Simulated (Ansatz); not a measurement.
## Electronic structure of B2H2N (doublet) in real space

```yaml
atoms:
  - { symbol: B, position_ang: [0.5064, 0.7180, -0.6026] }
  - { symbol: B, position_ang: [-0.5755, -0.5604, -0.3585] }
  - { symbol: N, position_ang: [-0.8397, 0.7040, -0.7756] }
  - { symbol: H, position_ang: [1.5448, 1.2723, -0.6334] }
  - { symbol: H, position_ang: [-0.9268, -1.6481, -0.0759] }
```

Geometry: B3LYP-D4/def2-TZVP.

Computed with isolated molecule in a Gaussian basis; Kohn-Sham density functional theory, functional PBE0 (Ansatz).

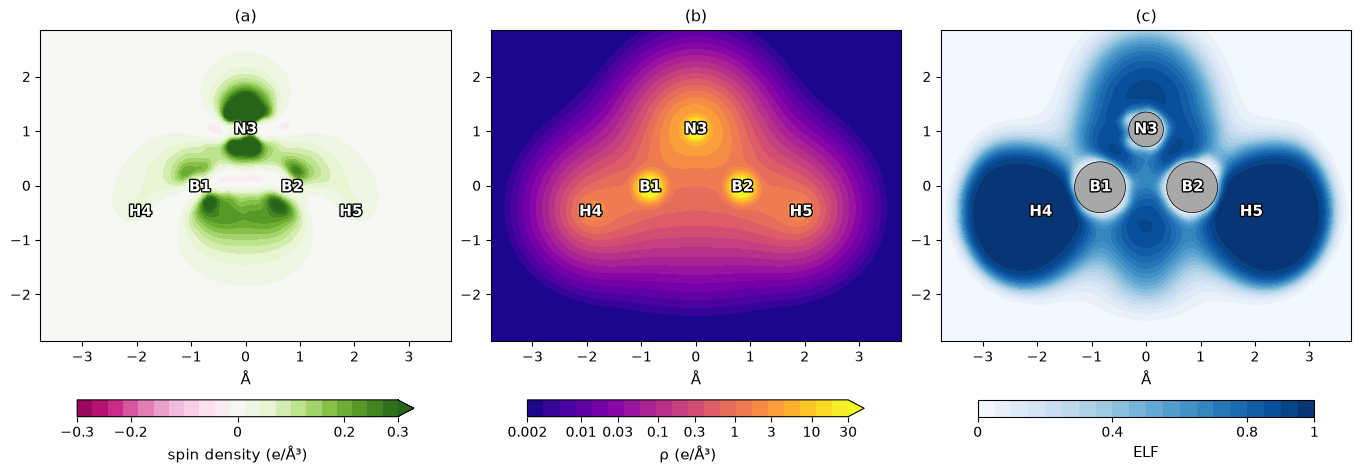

Figure 1. (a) spin density (α minus β); (b) total electron density; (c) ELF on the molecular plane. Grey discs cover the atomic cores in the ELF map.

What does the map show?

- The section cuts through B, N and H sites.
- B–N (1.36 Å): the density is about 2.1 e/Å³ at the midpoint; the ELF peaks at about 0.90 between the atoms (a short, strongly polar bond).
- B–B (1.69 Å): the density is about 1 e/Å³ at the midpoint; the ELF peaks at about 0.70 between the atoms.
- B–H (1.18 Å): ρ at the midpoint is about 1.3 e/Å³; the ELF climbs to about 1 towards the hydrogen, as it does in any bond to H: a covalent bond by its length.
- The ELF also peaks beside N3, away from the bonds: non-bonding electrons, paired or unpaired.
- The unpaired spin (1 electron) lies mostly on N3 (about 0.3), B1 (about 0.3) and B2 (about 0.3), in electrons by Hirshfeld's partition.

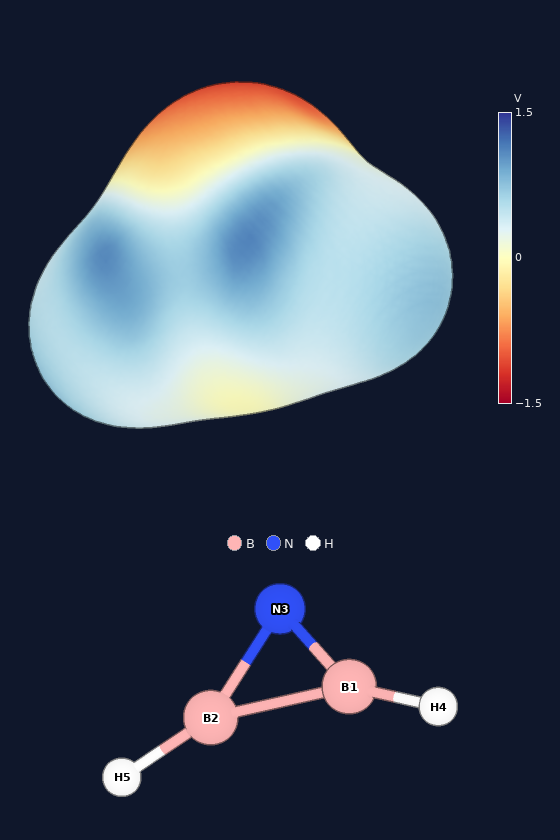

Figure 2. The electrostatic potential painted on the density surface at 0.002 e/bohr³, seen at a tilt; the colour scale runs from red (negative) to blue (positive). The bare structure is drawn below in the same view.

Where is the surface potential most negative and most positive?

The most negative region (about −1.2 V) lies over N3, the most positive (about +1.1 V) over B1 and B2. N3 is the likeliest acceptor of a hydrogen bond.

How polar is the molecule by this calculation?

Its dipole moment is 1.37 D.

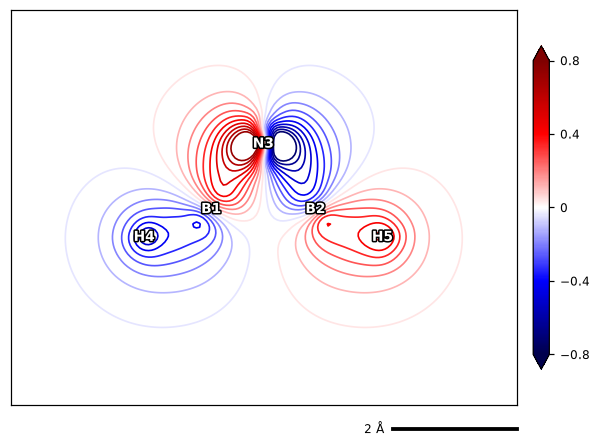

Figure 3. The HOMO−1 (β) on the molecular plane (values in Å⁻³ᐟ²; the overall sign is arbitrary).

Where does this orbital lie, and at what energy?

It lies mainly on N3 (about 40 %), B1 (about 20 %), B2 (about 20 %), H4 (about 10 %) and H5 (about 10 %); it is symmetric in the molecular plane (an in-plane orbital: σ, lone-pair or in-plane π type). Its energy is −10.61 eV.
